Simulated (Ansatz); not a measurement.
# CH2Al (quartet): inputs that go wrong

4 inputs are run for CH2Al (quartet) as typed; the log has to tell whether the result can be used and what must change.

The runs use Ansatz 0.2.0, Gaussian basis; the settings change from run to run.

15 further runs of the same task are left out: 4 for a known fault of the program, 5 that didn't finish, 6 set aside as unsound or not needed.

## 1. What is computed

The geometry is a PBE0/def2-TZVP stationary point (not a proven minimum).

4 atoms, charge 0, spin multiplicity 4.

Atoms are counted from 1 here; the program's logs count them from 0.

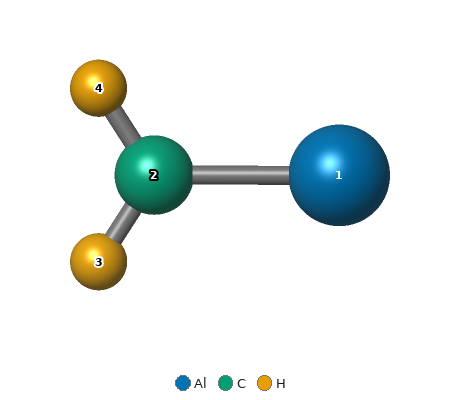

The structure; aluminium blue, carbon teal, hydrogen amber; atoms are numbered from 1 in the order of the file.

## 2. Attempt 1

File in.yaml:

```yaml
crystal:
  periodic: [false, false, false]
  atoms:
    - {symbol: Al, position_ang: [0.000000, 0.000000, 0.695038]}
    - {symbol: C, position_ang: [0.000000, 0.000000, -1.252764]}
    - {symbol: H, position_ang: [0.000000, 0.916303, -1.838714]}
    - {symbol: H, position_ang: [0.000000, -0.916304, -1.838714]}
basis:
  gaussian: {orbitals: 6-31G}
magnetization: {spin_polarized: false, initial_magnetization: 3}
correlation: {method: ccsd_t, frozen_orbitals: {Al: 0}}
output: {forces: true}
```

Launch:

```
ansatz run in.yaml --threads 1 --pin off --events-out ev --progress --plain --max-ram 2393MiB
```

The log of the run:

```text
Functional definition: HF
  name "HF"
  cite "Fock, Z. Phys. 61, 126 (1930) doi:10.1007/BF01340294"
  parent pbe
  exchange = exact_x
  correlation = 0
Error: "frozen_orbitals" has no count for C
```

Wall time 0.03 s (1 thread of Arm Neoverse V2, shared host).

**Diagnosis.** The run was refused. The frozen-orbital counts are incomplete or too large. To mend it, leave frozen_orbitals out, or give each element a count that its core has.

## 3. Attempt 2

File in.yaml:

```yaml
crystal:
  periodic: [false, false, false]
  atoms:
    - {symbol: Al, position_ang: [0.000000, 0.000000, 0.695038]}
    - {symbol: C, position_ang: [0.000000, 0.000000, -1.252764]}
    - {symbol: H, position_ang: [0.000000, 0.916303, -1.838714]}
    - {symbol: H, position_ang: [0.000000, -0.916304, -1.838714]}
basis:
  gaussian: {orbitals: 6-31G}
magnetization: {spin_polarized: false, initial_magnetization: 3}
correlation: {method: sc_nevpt2, electrons: outside_noble_gas, active_space: {window: {electrons: 5, orbitals: 5}, states: [{multiplicity: 4, irrep: 12, weights: [1]}]}}
scf: {lower_state_search: light}
```

Same command.

The log of the run:

```text
Functional definition: HF
  name "HF"
  cite "Fock, Z. Phys. 61, 126 (1930) doi:10.1007/BF01340294"
  parent pbe
  exchange = exact_x
  correlation = 0
566 factors; integrals over basis functions are off by at most 1.8e-7 eV
mean field evaluation 1: about -7639.7897 eV, gradient 1.0e1 eV
mean field evaluation 2: about -7639.7907 eV, gradient 1.0e1 eV
mean field evaluation 4: about -7640.6864 eV, gradient 1.6e0 eV
mean field evaluation 8: about -7640.7334 eV, gradient 1.7e-3 eV
mean field evaluation 16: about -7640.2097 eV, gradient 3.0e-3 eV
mean field evaluation 32: about -7640.4564 eV, gradient 1.4e0 eV
mean field -7640.73335930 eV, -280.7917718791 hartree, gradient 2.1e-6 eV, S^2 3.750000; 6 other end points of the search recorded, 0 dependent functions left out
reference -7640.73335930 eV, -280.7917718791 hartree; 12, 9 occupied and 14, 17 virtual orbitals, 566 factors
Error: the irrep 12 is not accepted for these orbitals, which take A1, B1, B2, A2, or 1 to 4
```

It took 0.3 s on 1 thread of Arm Neoverse V2, shared host.

Diagnosis: The run stopped with an error. The symmetry label isn't in the molecule's group. Fix: name an irrep that the log lists.

## 4. Attempt 3

File in.yaml:

```yaml
crystal:
  periodic: [false, false, false]
  atoms:
    - {symbol: Al, position_ang: [0.000000, 0.000000, 0.695038]}
    - {symbol: C, position_ang: [0.000000, 0.000000, -1.252764]}
    - {symbol: H, position_ang: [0.000000, 0.916303, -1.838714]}
    - {symbol: H, position_ang: [0.000000, -0.916304, -1.838714]}
basis:
  gaussian: {orbitals: 6-31G}
magnetization: {spin_polarized: false, initial_magnetization: 3}
hamiltonian: {xc: {name: r2SCAN}}
correlation: {method: sc_nevpt2, electrons: valence, diis_vectors: 4}
```

Same command.

The log of the run:

```text
Error: "diis_vectors" apply only to coupled cluster; leave them out
```

Run time: 0.03 s. Hardware: 1 thread of Arm Neoverse V2, shared host.

What is wrong: The run was refused. It says: «"diis_vectors" apply only to coupled cluster».

## 5. Attempt 4

File in.yaml:

```yaml
crystal:
  periodic: [false, false, false]
  atoms:
    - {symbol: Al, position_ang: [0.000000, 0.000000, 0.695038]}
    - {symbol: C, position_ang: [0.000000, 0.000000, -1.252764]}
    - {symbol: H, position_ang: [0.000000, 0.916303, -1.838714]}
    - {symbol: H, position_ang: [0.000000, -0.916304, -1.838714]}
basis:
  gaussian: {orbitals: 6-31G, fitting: {mean_field: def2-universal-jkfit}}
magnetization: {spin_polarized: false, initial_magnetization: 3}
hamiltonian: {xc: {name: r2SCAN}}
correlation: {method: mp2, frozen_orbitals: {Al: 0}}
```

Same command.

The log of the run:

```text
Functional definition: r2SCAN
  name "r2SCAN"
  cite "Furness, Kaplan, Ning, Perdew & Sun, J. Phys. Chem. Lett. 11, 8208 (2020) doi:10.1021/acs.jpclett.0c02405"
  cite "Furness, Kaplan, Ning, Perdew & Sun, J. Phys. Chem. Lett. 11, 9248 (2020) doi:10.1021/acs.jpclett.0c03077"
  parent r2scan
  parameter k0 = 0.174
  parameter k1 = 0.065
  parameter a1 = 4.9479
  exchange = r2scan_x(k0 = k0, k1 = k1, a1 = a1)
  correlation = r2scan_c
Error: "frozen_orbitals" has no count for C
```

It took 0.24 s on 1 thread of Arm Neoverse V2, shared host.

Diagnosis: The run was refused. The frozen-orbital counts are incomplete or too large. To mend it, leave frozen_orbitals out, or give each element a count that its core has.

## 6. Summary

| attempt | level | ended | cause | time |
| --- | --- | --- | --- | --- |
| 1 | CCSD(T) on ROHF/6-31G | refused | the frozen-orbital counts are incomplete or too large | 0.03 s |
| 2 | NEVPT2(5,5)/6-31G | stopped by an error | the symmetry label isn't in the molecule's group | 0.3 s |
| 3 | 'sc_nevpt2'/6-31G | refused | "diis_vectors" apply only to coupled cluster | 0.03 s |
| 4 | MP2/6-31G | refused | the frozen-orbital counts are incomplete or too large | 0.24 s |

3 refused, 1 stopped by an error.
